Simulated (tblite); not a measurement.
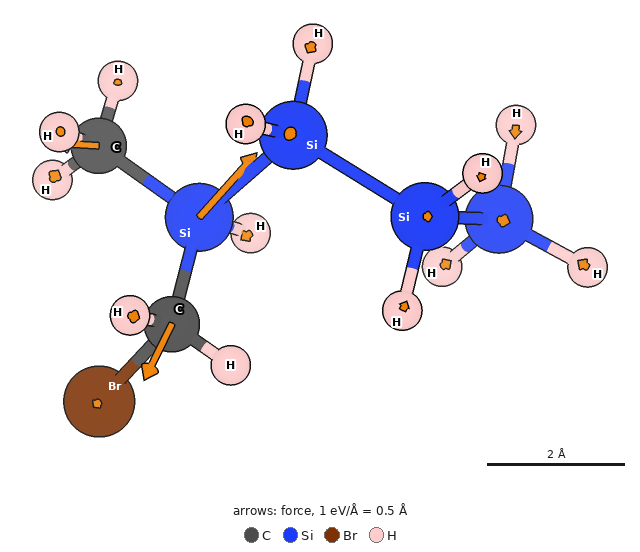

Starting geometry of C2H13BrSi4 with the computed forces as orange arrows. Style: ball-and-stick. Shown face on.

The calculation used GFN2-xTB geometry optimisation, gas phase (tblite 0.8.0). 

Q: Is this structure relaxed? If not, where do the atoms go?

A: It isn't relaxed: the largest force vector, on a Si atom, is 2.77 eV/Å. The final displacements have little in common with the starting forces (cosine between the two patterns 0.17). The largest move after the best rigid fit is that of an H atom, 0.39 Å. Largest moves by element: H 0.39 Å, Si 0.29 Å, C 0.24 Å, Br 0.21 Å. Near-neighbour distances that change, for instance: C–Si 1.818 → 1.921 Å, C–Si 1.852 → 1.903 Å, Si–Si 2.294 → 2.327 Å, H–Si 1.487 → 1.464 Å. Among the angles between lasting bonds that change: C–Si–Si 107.6° → 116.2°, Si–Si–Si 107.3° → 114.7°, C–Si–C 113.9° → 106.6°. The energy falls by 33.1 kJ/mol in 108 geometry steps. Cost: 2.2 s on 1 thread of Arm Neoverse N1, with other jobs on the host.
